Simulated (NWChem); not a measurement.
# C2F2N− (SMILES N#C[C-](F)F): levels of theory compared

We compute a comparison of 5 runs (HF/STO-3G, HF/3-21G, r2SCAN/6-31G, B3LYP/6-31G*) of C2F2N−. 

The results are computed with NWChem 7.3.0.

### Step 1. Starting point

The species is C2F2N− (5 atoms), meant as a singlet with charge -1. As SMILES, `N#C[C-](F)F`. The shape is that of a GFN2-xTB optimisation.

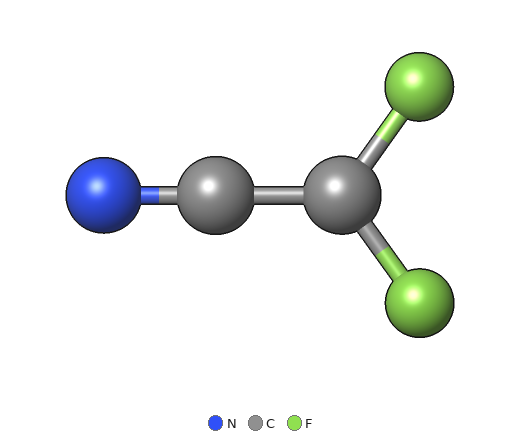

The structure, seen from a chosen angle (nitrogen blue, carbon grey, fluorine green).

### Step 2. Energy and forces at HF/STO-3G (run 1)

c2f2n.nw reads:

```
start c2f2n
title "C2F2N"
memory 2200 mb
charge -1

geometry units au noautosym nocenter noautoz
N      2.54604690    -1.29754265     2.66285088
C      1.08852004    -0.56028490     1.14653463
C     -0.53792944     0.27512523    -0.57566727
F     -2.30896187    -1.20736492    -1.86935488
F     -0.78767564     2.79004834    -1.36436336
end

basis spherical bse
* library STO-3G
end

scf
thresh 1e-08
maxiter 80
end

task scf gradient
```

On the command line:

```sh
$ nwchem c2f2n.nw > c2f2n.out
```

The log of the run:

```text
[...]
  functions       =    25
[...]
  wavefunction    = RHF
[...]
         Total SCF energy =   -324.396890200604
      One-electron energy =   -750.059766073756
      Two-electron energy =    281.507717119737
 Nuclear repulsion energy =    144.155158753415
        Time for solution =      0.7s
[...]
                         RHF ENERGY GRADIENTS
    atom               coordinates                        gradient
                 x          y          z           x          y          z
   1 N       2.546047  -1.297543   2.662851   -0.016135   0.008393  -0.017206
   2 C       1.088520  -0.560285   1.146535    0.008861  -0.004771   0.009298
   3 C      -0.537929   0.275125  -0.575667    0.017751  -0.009184   0.019655
   4 F      -2.308962  -1.207365  -1.869355   -0.007194  -0.002398  -0.006514
   5 F      -0.787676   2.790048  -1.364363   -0.003283   0.007960  -0.005234
[...]
```

It took 1.4 s on 1 thread of Intel Xeon Platinum 8488C (Sapphire Rapids), shared host; peak memory 0.1 GiB.

### Step 3. Energy and gradient at HF/3-21G (run 2)

job.nw reads:

```
start job
memory stack 880 mb heap 220 mb global 1100 mb
charge -1
geometry units angstroms noautosym nocenter noautoz
  N     1.347310   -0.686630    1.409120
  C     0.576020   -0.296490    0.606720
  C    -0.284660    0.145590   -0.304630
  F    -1.221850   -0.638910   -0.989220
  F    -0.416820    1.476430   -0.721990
end
basis "ao basis" spherical bse
  * library 3-21G
end
scf
  singlet
  rhf
  thresh 1e-08
  maxiter 80
  print low
end
task scf gradient
```

On the command line:

```sh
$ nwchem job.nw > job.out
```

The log of the run:

```text
[...]
  functions       =    45
[...]
  wavefunction    = RHF
[...]
         Total SCF energy =   -327.175887118877
      One-electron energy =   -748.141715157242
      Two-electron energy =    276.810658899153
 Nuclear repulsion energy =    144.155169139211
        Time for solution =      0.9s
[...]
                         RHF ENERGY GRADIENTS
    atom               coordinates                        gradient
                 x          y          z           x          y          z
   1 N       2.546047  -1.297543   2.662851    0.002491  -0.001008   0.002100
   2 C       1.088520  -0.560285   1.146535    0.002583  -0.001732   0.003168
   3 C      -0.537929   0.275125  -0.575667   -0.001805   0.000904  -0.001020
   4 F      -2.308962  -1.207365  -1.869355   -0.003274  -0.003403  -0.002666
   5 F      -0.787676   2.790048  -1.364363    0.000005   0.005239  -0.001583
 Task  times  cpu:        1.1s     wall:        1.1s
 Total times  cpu:        1.1s     wall:        1.1s
```

It took 1.6 s on 1 thread of Intel Xeon Platinum 8488C (Sapphire Rapids), shared host; peak memory 0.1 GiB.

Runs 3 to 4 aren't shown in full; the table further down has their settings and results.

### Step 4. Energy and gradient at B3LYP/6-31G(d) (Cartesian functions) (run 5)

run.py reads:

```python
from ase import Atoms
from ase.calculators.nwchem import NWChem

mol = Atoms(['N', 'C', 'C', 'F', 'F'], positions=[
    [1.347310, -0.686630, 1.409120],
    [0.576020, -0.296490, 0.606720],
    [-0.284660, 0.145590, -0.304630],
    [-1.221850, -0.638910, -0.989220],
    [-0.416820, 1.476430, -0.721990],
])

calc = NWChem(
    label='a',
    theory='dft',
    memory='2200 mb',
    basis='6-31G*',
    charge=-1,
    dft={'xc': 'b3lyp', 'mult': '1', 'grid': 'xfine', 'convergence': 'energy 1e-08', 'iterations': '100', 'mulliken': None},
)
mol.calc = calc

forces = mol.get_forces()
print(f"energy = {mol.get_potential_energy():.6f} eV")
print("forces (eV/A):")
for s, f in zip(mol.symbols, forces):
    print(f"{s:2s} {f[0]:10.5f} {f[1]:10.5f} {f[2]:10.5f}")
print("dipole (e A):", mol.get_dipole_moment().round(4))
```

On the command line:

```sh
$ export ASE_NWCHEM_COMMAND="nwchem PREFIX.nwi > PREFIX.nwo"
$ python run.py
```

The log of the run:

```text
energy = -8995.192450 eV
forces (eV/A):
N     1.56904   -0.80470    1.65569
C    -0.97450    0.50414   -1.01569
C    -0.91413    0.47344   -1.02032
F     0.25870    0.17422    0.22281
F     0.06094   -0.34705    0.15751
dipole (e A): [-0.4313  0.2185 -0.4458]
```

The calculator wrote a.nwi:

```
title "a"

permanent_dir a

scratch_dir a

start a

geometry units angstrom nocenter noautosym noautoz
  N  1.3473100000000000e+00 -6.8662999999999996e-01 1.4091199999999999e+00
  C  5.7601999999999998e-01 -2.9648999999999998e-01 6.0672000000000004e-01
  C  -2.8466000000000002e-01 1.4559000000000000e-01 -3.0463000000000001e-01
  F  -1.2218500000000001e+00 -6.3890999999999998e-01 -9.8921999999999999e-01
  F  -4.1682000000000002e-01 1.4764299999999999e+00 -7.2199000000000002e-01
end

charge -1

memory 2200 mb

basis noprint
   * library 6-31G*
end

dft
  xc b3lyp
  mult 1
  grid xfine
  convergence energy 1e-08
  iterations 100
  mulliken
end

task dft gradient
```

a.nwo:

```text
Northwest Computational Chemistry Package (NWChem) 7.3.0
             --------------------------------------------------------

           Job information
           ---------------

    nwchem branch   = 7.3.0
    use scalapack   = T
    input           = a.nwi
    prefix          = a.
    data base       = a/a.db
    status          = startup
    nproc           =        1

           Memory information
           ------------------

    heap     =     72089600 doubles =      550.0 Mbytes
    stack    =     72089597 doubles =      550.0 Mbytes
    global   =    144179200 doubles =     1100.0 Mbytes (distinct from heap & stack)
    total    =    288358397 doubles =     2200.0 Mbytes
    verify   = yes
    hardfail = no

[... 96 lines left out ...]
  convergence criterion.
[... 40 lines left out ...]
          Spatial weights used:  Erf1
[... 84 lines left out ...]
         Total DFT energy =     -330.567228067765
[... 3 lines left out ...]
 Nuclear repulsion energy =      144.155169139211
[... 592 lines left out ...]
          Convergence on gradient requested:  5.00D-04
[... 27 lines left out ...]
          total energy or number of iterations.
[... 28 lines left out ...]
    atom               coordinates                        gradient
                 x          y          z           x          y          z
   1 N       2.546047  -1.297543   2.662851   -0.030513   0.015649  -0.032198
   2 C       1.088520  -0.560285   1.146535    0.018951  -0.009804   0.019752
   3 C      -0.537929   0.275125  -0.575667    0.017777  -0.009207   0.019842
   4 F      -2.308962  -1.207365  -1.869355   -0.005031  -0.003388  -0.004333
   5 F      -0.787676   2.790048  -1.364363   -0.001185   0.006749  -0.003063

                 ----------------------------------------
                 |  Time  |  1-e(secs)   |  2-e(secs)   |
                 ----------------------------------------
                 |  CPU   |       0.00   |       1.09   |
                 ----------------------------------------
                 |  WALL  |       0.00   |       1.09   |
                 ----------------------------------------

 Task  times  cpu:       17.2s     wall:       17.2s
 Total times  cpu:       17.2s     wall:       17.2s
```

Run time: 18 s. Hardware: 1 thread of Intel Xeon Platinum 8488C (Sapphire Rapids), shared host; peak memory 0.13 GiB.

### Step 5. Overview of the runs

| run | level | iteration cap | module | energy (Eh) | largest force (eV/Å) | wall time |
| --- | --- | --- | --- | --- | --- | --- |
| 1 | HF/STO-3G | 80 | scf | -324.396890 | 1.441 | 1.4 s |
| 2 | HF/3-21G | 80 | scf | -327.175887 | 0.281 | 1.6 s |
| 3 | r2SCAN/6-31G | 100 | dft | -330.343115 | 4.157 | 13 s |
| 4 | B3LYP/6-31G* (spherical functions) | 100 | dft | -330.561587 | 2.411 | 17 s |
| 5 | B3LYP/6-31G* (Cartesian functions) | 100 | dft | -330.567228 | 2.419 | 18 s |

### Step 6. What came out

| quantity | value |
| --- | --- |
| run 5: total energy | -330.56723 Eh |
| run 5: HOMO energy | 1.87 eV |
| run 5: LUMO energy | 6.07 eV |
| run 5: HOMO–LUMO gap (to an unbound level, set by the basis) | 4.21 eV |
| run 5: largest force on an atom | 2.419 eV/Å |

What this shows: Totals of different functionals can't be ranked against each other. In runs 1, 5 the HOMO lies above zero, so the outermost electron may be held by the basis alone. In run 1 the basis is minimal, so the values are rough. All runs together took 51 s, the longest 18 s.
